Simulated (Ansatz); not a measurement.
# BH₂+ (triplet): correlated methods under varied settings at distance B1–H2 = 1.018 Å

What do other methods and options give for BH₂+ (triplet) at this geometry, and how long do they take?

Method: the settings change from run to run; program: Ansatz 0.2.0, Gaussian basis.

12 further runs of the same task are left out: 9 that didn't finish, 3 set aside as unsound or not needed.

### Step 1. What is computed

The geometry derives from a PBE0/def2-TZVP stationary point (not a proven minimum). One bond is set to the value named and the two fragments are kept rigid.

3 atoms, charge 1, spin multiplicity 3.

Atoms are counted from 1 here; the program's logs count them from 0.

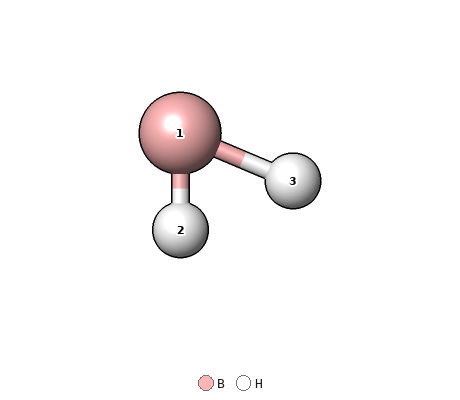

The structure; boron pink, hydrogen white; atoms are numbered from 1 in the order of the file.

### Step 2. HF/aug-cc-pVDZ

File in.yaml:

```yaml
crystal:
  periodic: [false, false, false]
  atoms:
    - {symbol: B, position_ang: [0.000000, 0.011803, -0.151473]}
    - {symbol: H, position_ang: [0.000000, 0.572154, 0.698428]}
    - {symbol: H, position_ang: [0.000000, -0.698753, 0.926249]}
basis:
  gaussian: {orbitals: aug-cc-pVDZ}
total_charge: 1
magnetization: {spin_polarized: false, initial_magnetization: 2}
hamiltonian: {xc: hf}
output: {orbitals: {seedname: orbitals}}
```

The run is started by

```sh
ansatz run in.yaml --threads 1 --pin off --events-out ev --progress --plain --max-ram 2393MiB
```

What it wrote:

```text
Functional definition: HF
  name "HF"
  cite "Fock, Z. Phys. 61, 126 (1930) doi:10.1007/BF01340294"
  parent pbe
  exchange = exact_x
  correlation = 0
422 factors; their error is unknown
mean field evaluation 1: about -687.7521 eV, gradient 7.7e0 eV
mean field evaluation 2: about -688.3944 eV, gradient 2.4e0 eV
mean field evaluation 4: about -688.4807 eV, gradient 1.5e-1 eV
mean field evaluation 8: about -688.4914 eV, gradient 1.1e-4 eV
mean field -688.49140981 eV, -25.3015926344 hartree, gradient 2.2e-5 eV, S^2 2.000000; 0 other end points of the search recorded, 0 dependent functions left out
reference -688.49140981 eV, -25.3015926344 hartree; 4, 2 occupied and 37, 39 virtual orbitals, 422 factors
Total energy: -688.49140981 eV, -25.3015926344 hartree
```

Wall time 0.12 s (1 thread of Intel Xeon Platinum 8259CL at 2.50GHz, shared host).

### Step 3. CASSCF(2,9)/def2-SVPD

in.yaml, as its differences from that of step 2:

```diff
@@ -7,6 +7,7 @@
 basis:
-  gaussian: {orbitals: aug-cc-pVDZ}
+  gaussian: {orbitals: def2-SVPD}
 total_charge: 1
 magnetization: {spin_polarized: false, initial_magnetization: 2}
-hamiltonian: {xc: hf}
-output: {orbitals: {seedname: orbitals}}
+hamiltonian: {pseudopotentials: {relativity: none}}
+correlation: {active_space: {window: {electrons: 2, orbitals: 9}}}
+accuracy: high
```

Same command.

What it wrote:

```text
Functional definition: HF
  name "HF"
  cite "Fock, Z. Phys. 61, 126 (1930) doi:10.1007/BF01340294"
  parent pbe
  exchange = exact_x
  correlation = 0
685 factors; integrals over basis functions are off by at most 3.3e-9 eV
mean field evaluation 1: about -687.1242 eV, gradient 7.7e0 eV
mean field evaluation 2: about -687.1265 eV, gradient 7.7e0 eV
mean field evaluation 4: about -687.8489 eV, gradient 4.7e-1 eV
mean field evaluation 8: about -687.8514 eV, gradient 3.3e-4 eV
mean field -687.85140523 eV, -25.2780728999 hartree, gradient 2.1e-8 eV, S^2 2.000000; 0 other end points of the search recorded, 0 dependent functions left out
reference -687.85140523 eV, -25.2780728999 hartree; 4, 2 occupied and 32, 34 virtual orbitals, 685 factors
state -687.98981459 eV, -25.2831593499 hartree
Total energy: -687.98981459 eV, -25.2831593499 hartree
```

It took 2.2 s on 1 thread of Intel Xeon Platinum 8259CL at 2.50GHz, shared host.

From the report: 81 determinants; active occupations 1.00, 1.00, 0.00, 0.00, 0.00, 0.00, 0.00, 0.00, 0.00.

### Step 4. CCSDT/def2-SVP

File in.yaml:

```yaml
crystal:
  periodic: [false, false, false]
  atoms:
    - {symbol: B, position_ang: [0.000000, 0.011803, -0.151473]}
    - {symbol: H, position_ang: [0.000000, 0.572154, 0.698428]}
    - {symbol: H, position_ang: [0.000000, -0.698753, 0.926249]}
basis:
  gaussian: {orbitals: def2-SVP}
total_charge: 1
magnetization: {spin_polarized: false, initial_magnetization: 2}
hamiltonian: {xc: {name: PBE}}
correlation: {method: ccsdt, electrons: outside_noble_gas}
scf: {omitted_lower_state_checks: [cluster_reference]}
```

The command is unchanged.

What it wrote (excerpt; [...] marks lines left out):

```text
Functional definition: PBE
  name "PBE"
  cite "Perdew, Burke & Ernzerhof, Phys. Rev. Lett. 77, 3865 (1996) doi:10.1103/PhysRevLett.77.3865"
  parent pbe
[...]
423 factors; integrals over basis functions are off by at most 2.0e-7 eV
[...]
mean field -690.38032809 eV, -25.3710091006 hartree, gradient 4.8e-6 eV, S^2 2.000000; 0 other end points of the search recorded, 0 dependent functions left out
1 core orbitals not correlated: weight in the atoms' cores, before any rotation towards them, 1.000 or more for the frozen orbitals, at most 0.000 for the correlated occupied ones
reference -687.73788825 eV, -25.2739012276 hartree; 3, 1 occupied and 20, 22 virtual orbitals, 423 factors
second order -1.21283514 eV of doubles, -0.09760129 eV of singles
cycle   1  -1.57263583 eV  change   -2.6e-1 eV  update   3.5e-2
[...]
cycle  11  -1.70084211 eV  change    1.9e-7 eV  update   3.3e-7
Total energy: -689.43873036 eV, -25.3364060222 hartree
Checks for a lower state left out: cluster_reference
```

Run time: 1.2 s. Hardware: 1 thread of Intel Xeon Platinum 8259CL at 2.50GHz, shared host.

From the report: correlation -1.7008 eV; T1 0.019; largest double amplitude 0.06. The orbitals are Kohn-Sham ones, so correlation energy and T1 don't compare with those on Hartree-Fock orbitals.

### Step 5. CCSD on UHF/cc-pVTZ

File in.yaml:

```yaml
crystal:
  periodic: [false, false, false]
  atoms:
    - {symbol: B, position_ang: [0.000000, 0.011803, -0.151473]}
    - {symbol: H, position_ang: [0.000000, 0.572154, 0.698428]}
    - {symbol: H, position_ang: [0.000000, -0.698753, 0.926249]}
basis:
  gaussian: {orbitals: cc-pVTZ}
total_charge: 1
magnetization: {spin_polarized: true, initial_magnetization: 2}
hamiltonian: {pseudopotentials: {relativity: none}}
correlation: {method: ccsd, electrons: valence}
```

Launched as before.

What it wrote (excerpt; [...] marks lines left out):

```text
Functional definition: HF
  name "HF"
  cite "Fock, Z. Phys. 61, 126 (1930) doi:10.1007/BF01340294"
  parent pbe
[...]
326 factors; integrals over basis functions are off by at most 1.3e-3 eV
[...]
mean field -688.79760398 eV, -25.3128450626 hartree, gradient 1.2e-6 eV, S^2 2.007861; 1 other end points of the search recorded, 0 dependent functions left out
determinant -688.79760398 eV, -25.3128450626 hartree, with singles and doubles -690.63407587 eV, -25.3803341597 hartree
determinant -685.46684586 eV, -25.1904419594 hartree, with singles and doubles -687.47334355 eV, -25.2641793892 hartree
1 core orbitals not correlated: weight in the atoms' cores, before any rotation towards them, 1.000 or more for the frozen orbitals, at most 0.000 for the correlated occupied ones
reference -688.79760398 eV, -25.3128450626 hartree; 3, 1 occupied and 54, 56 virtual orbitals, 326 factors
second order -1.41930281 eV of doubles, -0.00000000 eV of singles
cycle   1  -1.78675568 eV  change   -1.9e-1 eV  update   1.5e-2
[...]
cycle   8  -1.79786732 eV  change    1.5e-6 eV  update   2.8e-6
Total energy: -690.59547130 eV, -25.3789154679 hartree
```

Wall time 1.1 s (1 thread of Intel Xeon Platinum 8259CL at 2.50GHz, shared host).

From the report: ⟨S²⟩ of the determinant 2.008 (pure triplet: 2.00); correlation -1.7979 eV; T1 0.014; largest double amplitude 0.05.

### Step 6. CCSD on ROHF/x2c-TZVPPall

File in.yaml:

```yaml
crystal:
  periodic: [false, false, false]
  atoms:
    - {symbol: B, position_ang: [0.000000, 0.011803, -0.151473]}
    - {symbol: H, position_ang: [0.000000, 0.572154, 0.698428]}
    - {symbol: H, position_ang: [0.000000, -0.698753, 0.926249]}
basis:
  gaussian: {orbitals: x2c-TZVPPall}
total_charge: 1
magnetization: {spin_polarized: false, initial_magnetization: 2}
correlation: {method: ccsd, electrons: outside_noble_gas, diis_vectors: 1}
output: {forces: true}
```

Launched as before.

What it wrote (excerpt; [...] marks lines left out):

```text
Functional definition: HF
  name "HF"
  cite "Fock, Z. Phys. 61, 126 (1930) doi:10.1007/BF01340294"
  parent pbe
[...]
340 factors; integrals over basis functions are off by at most 1.0e-3 eV
[...]
mean field -688.89428661 eV, -25.3163980835 hartree, gradient 2.9e-6 eV, S^2 2.000000; 1 other end points of the search recorded, 0 dependent functions left out
determinant -688.89428661 eV, -25.3163980835 hartree, with singles and doubles -690.83829488 eV, -25.3878390699 hartree
determinant -685.49694929 eV, -25.1915482398 hartree, with singles and doubles -687.69008767 eV, -25.2721445886 hartree
1 core orbitals not correlated: weight in the atoms' cores, before any rotation towards them, 1.000 or more for the frozen orbitals, at most 0.000 for the correlated occupied ones
reference -688.89428661 eV, -25.3163980835 hartree; 3, 1 occupied and 55, 57 virtual orbitals, 340 factors
second order -1.46522551 eV of doubles, -0.06539726 eV of singles
cycle   1  -1.88690803 eV  change   -1.9e-1 eV  update   1.5e-2
[...]
cycle  11  -1.89847224 eV  change    2.0e-6 eV  update   1.5e-6
[...]
Total energy: -690.79275884 eV, -25.3861656514 hartree
Relativity: scalar
Atom 0 at     0.000000     0.011803    -0.151473 Å, force    -0.000000    -4.216675    -7.070046 eV/Å
Atom 1 at     0.000000     0.572154     0.698428 Å, force     0.000000     4.488509     6.723931 eV/Å
Atom 2 at     0.000000    -0.698753     0.926249 Å, force    -0.000000    -0.271834     0.346114 eV/Å
Dipole moment:     0.000000    -0.063888     0.181494 e Å
```

Wall time 3.3 s (1 thread of Intel Xeon Platinum 8259CL at 2.50GHz, shared host).

From the report: correlation -1.8985 eV; T1 0.020; largest double amplitude 0.04.

### Step 7. CCSDT on ROHF/x2c-TZVPPall

File in.yaml:

```yaml
crystal:
  periodic: [false, false, false]
  atoms:
    - {symbol: B, position_ang: [0.000000, 0.011803, -0.151473]}
    - {symbol: H, position_ang: [0.000000, 0.572154, 0.698428]}
    - {symbol: H, position_ang: [0.000000, -0.698753, 0.926249]}
basis:
  gaussian: {orbitals: x2c-TZVPPall, point_charges: [{charge: 0.50, position_ang: [4.923, 0.314, 0.371]}]}
total_charge: 1
magnetization: {spin_polarized: false, initial_magnetization: 2}
correlation: {method: ccsdt, electrons: outside_noble_gas}
scf: {lower_state_search: full}
```

The command is unchanged.

What it wrote (excerpt; [...] marks lines left out):

```text
Functional definition: HF
  name "HF"
  cite "Fock, Z. Phys. 61, 126 (1930) doi:10.1007/BF01340294"
  parent pbe
[...]
725 factors; integrals over basis functions are off by at most 1.7e-7 eV
[...]
mean field -687.44141579 eV, -25.2630060657 hartree, gradient 1.5e-6 eV, S^2 2.000000; 5 other end points of the search recorded, 0 dependent functions left out
[...]
determinant -687.44141579 eV, -25.2630060657 hartree, with singles and doubles -689.38596376 eV, -25.3344668855 hartree
determinant -684.09376531 eV, -25.1399821797 hartree, with singles and doubles -686.28702978 eV, -25.2205831624 hartree
1 core orbitals not correlated: weight in the atoms' cores, before any rotation towards them, 1.000 or more for the frozen orbitals, at most 0.000 for the correlated occupied ones
reference -687.44141579 eV, -25.2630060657 hartree; 3, 1 occupied and 55, 57 virtual orbitals, 725 factors
second order -1.46561349 eV of doubles, -0.06540267 eV of singles
cycle   1  -1.78564118 eV  change   -2.5e-1 eV  update   3.8e-2
[...]
cycle  13  -1.94196905 eV  change    3.4e-7 eV  update   3.9e-7
Total energy: -689.38338484 eV, -25.3343721119 hartree
Relativity: scalar
```

Run time: 14 s. Hardware: 1 thread of Intel Xeon Platinum 8259CL at 2.50GHz, shared host; peak memory 0.46 GiB.

From the report: correlation -1.9420 eV; T1 0.020; largest double amplitude 0.04.

### Step 8. All runs side by side

| level | correlated | functions | energy (eV) | time |
| --- | --- | --- | --- | --- |
| HF/aug-cc-pVDZ |  | 41 | -688.4914 | 0.12 s |
| CASSCF(2,9)/def2-SVPD |  | 36 | -687.9898 | 2.2 s |
| CCSDT/def2-SVP (on PBE orbitals) | outside noble gas | 24 | -689.4387 | 1.2 s |
| CCSD on UHF/cc-pVTZ | valence | 58 | -690.5955 | 1.1 s |
| CCSD on ROHF/x2c-TZVPPall | outside noble gas | 59 | -690.7928 | 3.3 s |
| CCSDT on ROHF/x2c-TZVPPall (beside a point charge) | outside noble gas | 59 | -689.3834 | 14 s |

### Step 9. Results

```
quantity                                                     value
    runs                                                         6
quickest                                    HF/aug-cc-pVDZ, 0.12 s
 slowest  CCSDT on ROHF/x2c-TZVPPall (beside a point charge), 14 s
```

Total energies in different bases, with other cores or another treatment of relativity can't be set against each other. CCSDT on ROHF/x2c-TZVPPall (beside a point charge) took 117 times as long as HF/aug-cc-pVDZ; the jobs differ in more than the method.
